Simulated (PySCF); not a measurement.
**Geometry relaxation of C$_{3}$H$_{4}$B (part 2 of 2)**

The same run, continued: C$_{3}$H$_{4}$B, multiplicity 2, SMILES BC#C[CH2]; N12/pcseg-0, UKS, dispersion D3(0) (PySCF 2.14.0). The atoms were displaced at random from an optimised geometry.

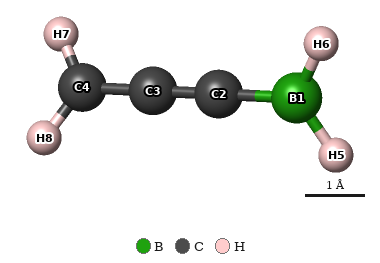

The geometry at step 6 of the log (ball-and-stick view, seen at an oblique angle; atoms are numbered from 1 in the order of the input).

**Output, continued**
```
Geometry optimization cycle 10
Cartesian coordinates (Angstrom)
 Atom        New coordinates             dX        dY        dZ
   B  -0.310348   2.011726  -0.067973    0.003442 -0.003372  0.003257
   C  -0.084445   0.548424  -0.004673    0.001736 -0.003606  0.005038
   C   0.110771  -0.684185   0.055977    0.000977 -0.003363  0.008349
   C   0.321137  -2.011390   0.123806    0.000467 -0.003214  0.015734
   H  -0.160994   2.601723  -1.096483    0.003350 -0.005705  0.001974
   H  -0.642881   2.613402   0.909684    0.005441 -0.001826  0.003023
   H  -0.317901  -2.656162   0.718326   -0.000923 -0.000018  0.017712
   H   1.136553  -2.483626  -0.414530    0.001271 -0.006004  0.019386

WARN: Even tempered Gaussians are generated as DF auxbasis for  C B H

converged SCF energy = -141.156992043758  <S^2> = 0.7593538  2S+1 = 2.009332
--------------- DFUKS_Scanner gradients ---------------
         x                y                z
0 B    -0.0000252740     0.0001213265     0.0001071550
1 C     0.0000591602    -0.0008475732    -0.0002008143
2 C    -0.0001070513     0.0009622391    -0.0000640000
3 C     0.0000031092    -0.0001123373     0.0000901704
4 H    -0.0000304108    -0.0000499402    -0.0000343484
5 H     0.0000594246     0.0000032641     0.0000365996
6 H    -0.0000736004    -0.0000449916    -0.0001459591
7 H     0.0000798541     0.0000674141    -0.0000146718
----------------------------------------------
cycle 10: E = -141.156992044  dE = 6.18734e-07  norm(grad) = 0.00134188
Step    9 : Displace = 2.114e-03/3.045e-03 (rms/max) Trust = 2.284e-03 (-) Grad = 4.744e-04/9.703e-04 (rms/max) E (change) = -141.1569920438 (+6.187e-07) Quality = -0.155
Hessian Eigenvalues: 2.07262e-03 1.00277e-02 2.76228e-02 ... 3.97478e-01 4.64150e-01 1.16957e+00

Geometry optimization cycle 11
Cartesian coordinates (Angstrom)
 Atom        New coordinates             dX        dY        dZ
   B  -0.308813   2.009871  -0.066211    0.001535 -0.001855  0.001762
   C  -0.082569   0.546706  -0.000905    0.001876 -0.001718  0.003769
   C   0.112039  -0.686169   0.060723    0.001268 -0.001983  0.004745
   C   0.321342  -2.013337   0.131697    0.000206 -0.001946  0.007890
   H  -0.158752   2.598675  -1.095265    0.002242 -0.003048  0.001218
   H  -0.642314   2.612476   0.910555    0.000568 -0.000927  0.000871
   H  -0.317703  -2.655810   0.728680    0.000197  0.000352  0.010354
   H   1.135786  -2.487838  -0.406075   -0.000766 -0.004212  0.008454

WARN: Even tempered Gaussians are generated as DF auxbasis for  C B H

converged SCF energy = -141.156993387759  <S^2> = 0.75935724  2S+1 = 2.0093354
--------------- DFUKS_Scanner gradients ---------------
         x                y                z
0 B    -0.0000391856     0.0001219491     0.0000747853
1 C     0.0000364261    -0.0005002653    -0.0001402717
2 C    -0.0000751399     0.0006101760    -0.0001450163
3 C     0.0000096756    -0.0001137136     0.0001061156
4 H    -0.0000199183    -0.0000547092    -0.0000224866
5 H     0.0000482886    -0.0000054662     0.0000431274
6 H    -0.0000634021    -0.0000211174    -0.0001278938
7 H     0.0000649013     0.0000642828    -0.0000092034
----------------------------------------------
cycle 11: E = -141.156993388  dE = -1.344e-06  norm(grad) = 0.000868281
Step   10 : Displace = 1.137e-03/1.681e-03 (rms/max) Trust = 1.057e-03 (-) Grad = 3.070e-04/6.317e-04 (rms/max) E (change) = -141.1569933878 (-1.344e-06) Quality = 0.338
Hessian Eigenvalues: 1.38281e-03 7.39185e-03 2.77943e-02 ... 3.97498e-01 4.31713e-01 9.96612e-01

Geometry optimization cycle 12
Cartesian coordinates (Angstrom)
 Atom        New coordinates             dX        dY        dZ
   B  -0.307708   2.008273  -0.064861    0.001105 -0.001599  0.001350
   C  -0.080772   0.545408   0.003384    0.001797 -0.001297  0.004288
   C   0.113373  -0.687913   0.065643    0.001334 -0.001744  0.004920
   C   0.321497  -2.015062   0.137348    0.000154 -0.001725  0.005651
   H  -0.157227   2.595836  -1.094578    0.001525 -0.002839  0.000688
   H  -0.642318   2.612446   0.910544   -0.000004 -0.000029 -0.000010
   H  -0.317368  -2.656123   0.736046    0.000335 -0.000314  0.007366
   H   1.134931  -2.491145  -0.400509   -0.000855 -0.003308  0.005566

WARN: Even tempered Gaussians are generated as DF auxbasis for  C B H

converged SCF energy = -141.156994859107  <S^2> = 0.7593602  2S+1 = 2.0093384
--------------- DFUKS_Scanner gradients ---------------
         x                y                z
0 B    -0.0000383559     0.0000562558     0.0000088917
1 C    -0.0000470898     0.0001100223    -0.0000678862
2 C     0.0000152685    -0.0000714470    -0.0001068690
3 C     0.0000088998    -0.0000296806     0.0000214177
4 H    -0.0000187498    -0.0000084982    -0.0000050404
5 H     0.0000410341    -0.0000062522     0.0000259684
6 H    -0.0000491957     0.0000088566    -0.0001048013
7 H     0.0000470760     0.0000425107     0.0000099161
----------------------------------------------
cycle 12: E = -141.156994859  dE = -1.47135e-06  norm(grad) = 0.000249547
Step   11 : Displace = 1.080e-03/1.617e-03 (rms/max) Trust = 1.057e-03 (=) Grad = 8.823e-05/1.376e-04 (rms/max) E (change) = -141.1569948591 (-1.471e-06) Quality = 0.401
Hessian Eigenvalues: 1.19059e-03 7.69842e-03 2.77700e-02 ... 3.97481e-01 4.38729e-01 1.20436e+00

Geometry optimization cycle 13
Cartesian coordinates (Angstrom)
 Atom        New coordinates             dX        dY        dZ
   B  -0.305905   2.005915  -0.062740    0.001803 -0.002358  0.002121
   C  -0.078615   0.543286   0.009131    0.002157 -0.002123  0.005747
   C   0.114834  -0.690208   0.072700    0.001461 -0.002295  0.007057
   C   0.321743  -2.017393   0.145946    0.000246 -0.002331  0.008598
   H  -0.154879   2.591261  -1.093659    0.002348 -0.004575  0.000919
   H  -0.641672   2.612354   0.910851    0.000646 -0.000093  0.000307
   H  -0.316886  -2.656929   0.746547    0.000483 -0.000806  0.010501
   H   1.134104  -2.495212  -0.391984   -0.000827 -0.004067  0.008525

WARN: Even tempered Gaussians are generated as DF auxbasis for  C B H

converged SCF energy = -141.156995828391  <S^2> = 0.75936169  2S+1 = 2.0093399
--------------- DFUKS_Scanner gradients ---------------
         x                y                z
0 B    -0.0000276027     0.0000225959    -0.0000245615
1 C    -0.0000677414     0.0003201702    -0.0000035874
2 C     0.0000485739    -0.0003119815    -0.0001109628
3 C    -0.0000028467     0.0000258351    -0.0000208278
4 H    -0.0000193952     0.0000150022     0.0000005418
5 H     0.0000261170    -0.0000045382     0.0000130010
6 H    -0.0000369994     0.0000119891    -0.0000849117
7 H     0.0000363164     0.0000238122     0.0000161183
----------------------------------------------
cycle 13: E = -141.156995828  dE = -9.69284e-07  norm(grad) = 0.000484192
```

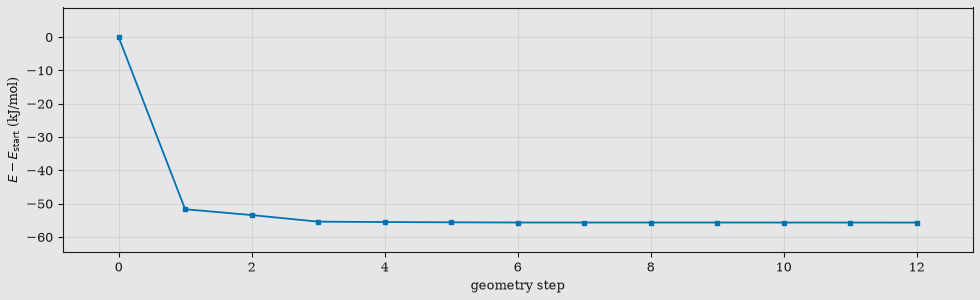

Progress of the relaxation, step by step (steps are counted from 0).

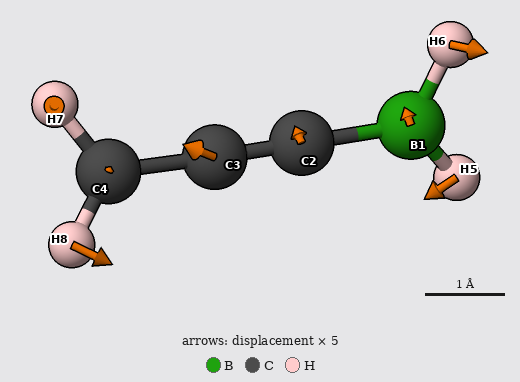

The starting structure with the displacements as orange arrows, magnified 5 times (ball-and-stick view, seen at a tilt). The two geometries are laid on each other by the best rigid fit. The atom that moves furthest after the best rigid fit is H8 (0.12 Å). By element the largest moves are H 0.12 Å, C 0.10 Å, B 0.05 Å. Among the contacts that change: C3–C4 1.443 → 1.345 Å, C2–C3 1.166 → 1.250 Å, B1–H5 1.157 → 1.195 Å, C4–H7 1.109 → 1.085 Å. Among the angles that change: H7–C4–H8 111.1° → 117.1°, C2–B1–H5 126.3° → 120.4°, C3–C4–H8 126.3° → 121.5°. Over 12 geometry steps the energy falls by 55.6 kJ/mol. Largest force component: 11 eV/Å at the start, 0.016 eV/Å at the end. (Atoms are counted from 1 in the order of the input.)

```
Step   12 : Displace = 1.063e-03/1.671e-03 (rms/max) Trust = 1.057e-03 (=) Grad = 1.712e-04/3.347e-04 (rms/max) E (change) = -141.1569958284 (-9.693e-07) Quality = 0.226
Hessian Eigenvalues: 1.19059e-03 7.69842e-03 2.77700e-02 ... 3.97481e-01 4.38729e-01 1.20436e+00
Converged! =D

converged: True
B          -0.30590545        2.00591480       -0.06273994
C          -0.07861540        0.54328552        0.00913109
C           0.11483415       -0.69020808        0.07269996
C           0.32174306       -2.01739318        0.14594608
H          -0.15487901        2.59126091       -1.09365898
H          -0.64167164        2.61235361        0.91085129
H          -0.31688579       -2.65692914        0.74654659
H           1.13410404       -2.49521230       -0.39198379

WARN: Even tempered Gaussians are generated as DF auxbasis for  C B H

WARN: HOMO -0.23103197969832 >= LUMO -0.231031979698319

converged SCF energy = -141.156995828387  <S^2> = 0.75936164  2S+1 = 2.0093398
E(N12) = -141.156995828
```

**Trajectory as extended XYZ (Å, eV, eV/Å), 13 frames, from step=0 to step=12**
```
8
Properties=species:S:1:pos:R:3:forces:R:3 step=0 energy=-3840.50091
B    -0.2860    2.0392   -0.1076   -0.5943  -0.3994   0.8878
C    -0.0494    0.5764   -0.0503   -0.8872   7.5520  -0.5814
C     0.1060   -0.5793   -0.0413    1.7199 -10.8226   0.4572
C     0.3206   -2.0033    0.0511   -1.4156   2.0507   0.8253
H    -0.1994    2.7118   -1.0452    0.3329   0.3520  -0.8764
H    -0.7312    2.5329    0.8714    0.0141   0.2656   0.3097
H    -0.2788   -2.6563    0.7183    0.1261   0.8403  -0.3401
H     1.0679   -2.5621   -0.4610    0.7019   0.1613  -0.6831
8
Properties=species:S:1:pos:R:3:forces:R:3 step=1 energy=-3841.03612
B    -0.3416    2.0288   -0.0577    0.1073  -0.2251  -0.0466
C    -0.0635    0.5652   -0.0266   -0.3785   1.4068   0.0884
C     0.1238   -0.6519   -0.0207    0.5731  -1.8205  -0.0514
C     0.3287   -1.9964    0.0389   -0.3517   0.5940   0.2255
H    -0.1506    2.5871   -1.0930   -0.0567   0.2137  -0.0118
H    -0.7383    2.6183    0.9065    0.0520  -0.0575  -0.0950
H    -0.3097   -2.5697    0.7033    0.0699  -0.2333  -0.0789
H     1.0974   -2.5220   -0.5167   -0.0052   0.1134  -0.0274
8
Properties=species:S:1:pos:R:3:forces:R:3 step=2 energy=-3841.05424
B    -0.3261    2.0276   -0.0924    0.0586  -0.0399   0.0218
C    -0.0727    0.5625   -0.0256   -0.0269   0.0795  -0.1684
C     0.1107   -0.6744    0.0115   -0.3196   0.3780   0.3121
C     0.2989   -1.9968    0.0842    0.4232  -0.3891  -0.3586
H    -0.1525    2.6600   -1.0968   -0.0164  -0.1473   0.0541
H    -0.7070    2.5990    0.8847   -0.0009   0.0275   0.0286
H    -0.2761   -2.6914    0.6853   -0.1808   0.2135   0.1025
H     1.0887   -2.4421   -0.5123    0.0633  -0.1242   0.0139
8
Properties=species:S:1:pos:R:3:forces:R:3 step=3 energy=-3841.07474
B    -0.3268    2.0246   -0.0828   -0.0029  -0.0200   0.0379
C    -0.0727    0.5628   -0.0248   -0.0366   0.0765  -0.1123
C     0.1172   -0.6713    0.0067    0.0386   0.0174   0.0686
C     0.3189   -1.9997    0.0663   -0.0035  -0.0273  -0.0329
H    -0.1617    2.6430   -1.0928    0.0014  -0.0543   0.0000
H    -0.7085    2.5981    0.8925    0.0130   0.0279   0.0254
H    -0.3026   -2.6336    0.6901   -0.0006  -0.0308  -0.0127
H     1.1023   -2.4827   -0.5099   -0.0043   0.0062   0.0348
8
Properties=species:S:1:pos:R:3:forces:R:3 step=4 energy=-3841.07594
B    -0.3283    2.0254   -0.0746    0.0245  -0.0213  -0.0067
C    -0.0771    0.5647   -0.0200   -0.0431   0.0127  -0.0051
C     0.1148   -0.6691    0.0134    0.0239  -0.0849   0.0561
C     0.3181   -1.9993    0.0670   -0.0067   0.0404  -0.0196
H    -0.1577    2.6157   -1.0989   -0.0185   0.0390  -0.0031
H    -0.7008    2.6157    0.8957    0.0190  -0.0046  -0.0118
H    -0.3021   -2.6436    0.6823   -0.0086   0.0126  -0.0109
H     1.1078   -2.4758   -0.5049    0.0137   0.0028   0.0113
8
Properties=species:S:1:pos:R:3:forces:R:3 step=5 energy=-3841.07680
B    -0.3259    2.0236   -0.0760    0.0141  -0.0079   0.0036
C    -0.0797    0.5625   -0.0189   -0.0217  -0.0244  -0.0133
C     0.1136   -0.6717    0.0193    0.0091   0.0075   0.0289
C     0.3186   -2.0006    0.0709   -0.0024   0.0066  -0.0040
H    -0.1609    2.6186   -1.0989   -0.0111   0.0144  -0.0037
H    -0.6906    2.6147    0.8966    0.0129  -0.0006  -0.0028
H    -0.3054   -2.6458    0.6810   -0.0063  -0.0002  -0.0071
H     1.1136   -2.4747   -0.4954    0.0095   0.0010   0.0094
8
Properties=species:S:1:pos:R:3:forces:R:3 step=6 energy=-3841.07742
B    -0.3201    2.0203   -0.0759   -0.0030   0.0084   0.0062
C    -0.0853    0.5582   -0.0157    0.0073  -0.0436  -0.0028
C     0.1105   -0.6759    0.0333   -0.0061   0.0506  -0.0128
C     0.3196   -2.0036    0.0832   -0.0003  -0.0091   0.0151
H    -0.1660    2.6169   -1.1000    0.0005  -0.0083  -0.0016
H    -0.6669    2.6163    0.9001    0.0039  -0.0002   0.0043
H    -0.3122   -2.6531    0.6804   -0.0015  -0.0031   0.0013
H     1.1269   -2.4723   -0.4701    0.0021   0.0012   0.0027
8
Properties=species:S:1:pos:R:3:forces:R:3 step=7 energy=-3841.07746
B    -0.3180    2.0186   -0.0746   -0.0022   0.0061   0.0025
C    -0.0863    0.5561   -0.0140    0.0061  -0.0165   0.0040
C     0.1099   -0.6774    0.0383   -0.0044   0.0243  -0.0150
C     0.3200   -2.0049    0.0908    0.0000  -0.0096   0.0127
H    -0.1662    2.6137   -1.0999    0.0014  -0.0065  -0.0005
H    -0.6592    2.6164    0.9023    0.0009  -0.0010   0.0031
H    -0.3143   -2.6547    0.6850    0.0007  -0.0013   0.0039
H     1.1307   -2.4731   -0.4580   -0.0001   0.0000   0.0017
8
Properties=species:S:1:pos:R:3:forces:R:3 step=8 energy=-3841.07745
B    -0.3138    2.0151   -0.0712   -0.0005  -0.0010  -0.0033
C    -0.0862    0.5520   -0.0097    0.0007   0.0277   0.0103
C     0.1098   -0.6808    0.0476    0.0022  -0.0302  -0.0071
C     0.3207   -2.0082    0.1081   -0.0003   0.0011   0.0028
H    -0.1643    2.6074   -1.0985    0.0020  -0.0013   0.0013
H    -0.6483    2.6152    0.9067   -0.0023  -0.0009   0.0001
H    -0.3170   -2.6561    0.7006    0.0030   0.0017   0.0071
H     1.1353   -2.4776   -0.4339   -0.0031  -0.0020   0.0008
8
Properties=species:S:1:pos:R:3:forces:R:3 step=9 energy=-3841.07743
B    -0.3103    2.0117   -0.0680    0.0013  -0.0062  -0.0055
C    -0.0844    0.5484   -0.0047   -0.0030   0.0436   0.0103
C     0.1108   -0.6842    0.0560    0.0055  -0.0495   0.0033
C     0.3211   -2.0114    0.1238   -0.0002   0.0058  -0.0046
H    -0.1610    2.6017   -1.0965    0.0016   0.0026   0.0018
H    -0.6429    2.6134    0.9097   -0.0031  -0.0002  -0.0019
H    -0.3179   -2.6562    0.7183    0.0038   0.0023   0.0075
H     1.1366   -2.4836   -0.4145   -0.0041  -0.0035   0.0008
8
Properties=species:S:1:pos:R:3:forces:R:3 step=10 energy=-3841.07747
B    -0.3088    2.0099   -0.0662    0.0020  -0.0063  -0.0038
C    -0.0826    0.5467   -0.0009   -0.0019   0.0257   0.0072
C     0.1120   -0.6862    0.0607    0.0039  -0.0314   0.0075
C     0.3213   -2.0133    0.1317   -0.0005   0.0058  -0.0055
H    -0.1588    2.5987   -1.0953    0.0010   0.0028   0.0012
H    -0.6423    2.6125    0.9106   -0.0025   0.0003  -0.0022
H    -0.3177   -2.6558    0.7287    0.0033   0.0011   0.0066
H     1.1358   -2.4878   -0.4061   -0.0033  -0.0033   0.0005
8
Properties=species:S:1:pos:R:3:forces:R:3 step=11 energy=-3841.07751
B    -0.3077    2.0083   -0.0649    0.0020  -0.0029  -0.0005
C    -0.0808    0.5454    0.0034    0.0024  -0.0057   0.0035
C     0.1134   -0.6879    0.0656   -0.0008   0.0037   0.0055
C     0.3215   -2.0151    0.1373   -0.0005   0.0015  -0.0011
H    -0.1572    2.5958   -1.0946    0.0010   0.0004   0.0003
H    -0.6423    2.6124    0.9105   -0.0021   0.0003  -0.0013
H    -0.3174   -2.6561    0.7360    0.0025  -0.0005   0.0054
H     1.1349   -2.4911   -0.4005   -0.0024  -0.0022  -0.0005
8
Properties=species:S:1:pos:R:3:forces:R:3 step=12 energy=-3841.07753
B    -0.3059    2.0059   -0.0627    0.0014  -0.0012   0.0013
C    -0.0786    0.5433    0.0091    0.0035  -0.0165   0.0002
C     0.1148   -0.6902    0.0727   -0.0025   0.0160   0.0057
C     0.3217   -2.0174    0.1459    0.0001  -0.0013   0.0011
H    -0.1549    2.5913   -1.0937    0.0010  -0.0008   0.0000
H    -0.6417    2.6124    0.9109   -0.0013   0.0002  -0.0007
H    -0.3169   -2.6569    0.7465    0.0019  -0.0006   0.0044
H     1.1341   -2.4952   -0.3920   -0.0019  -0.0012  -0.0008
```

The run was set up as follows.

**The input (job.py)**
```python
from pyscf import gto, dft
from pyscf.geomopt.geometric_solver import kernel as optimise

mol = gto.M(
    atom='''
B     -0.286042     2.039162    -0.107550
C     -0.049413     0.576423    -0.050336
C      0.105982    -0.579321    -0.041281
C      0.320611    -2.003337     0.051134
H     -0.199423     2.711761    -1.045240
H     -0.731199     2.532948     0.871445
H     -0.278802    -2.656340     0.718328
H      1.067912    -2.562108    -0.460961
''',
    charge=0,
    max_memory=1860,
    basis='pcseg-0',
    verbose=3,
    spin=1,
)

myscf = dft.UKS(mol)
myscf.xc = 'n12'
myscf = myscf.density_fit()
myscf.disp = 'd3zero'
myscf.max_cycle = 100
converged, mol_eq = optimise(myscf, maxsteps=100)
print('converged:', converged)
print(mol_eq.tostring())

myscf.reset(mol_eq)
mol = mol_eq
myscf.kernel()
if not myscf.converged:
    myscf = myscf.newton().run(myscf.mo_coeff, myscf.mo_occ)
etot = myscf.e_tot
print('E(%s) = %.9f' % ('N12', etot))
```

Run as:
```bash
OMP_NUM_THREADS=1 python job.py
```

**Results in brief**

```json
{"quantity": "outcome", "value": "converged"}
{"quantity": "total energy", "value": "−141.156996 hartree"}
{"quantity": "dispersion energy", "value": "−0.002199 hartree"}
{"quantity": "basis functions", "value": "44"}
{"quantity": "⟨S²⟩", "value": "0.759"}
{"quantity": "dipole moment", "value": "1.98 D"}
{"quantity": "hardware", "value": "1 thread of Arm Neoverse V1, 24 GiB of memory available, shared host"}
{"quantity": "wall time", "value": "73 s"}
{"quantity": "peak memory", "value": "0.52 GiB"}
```
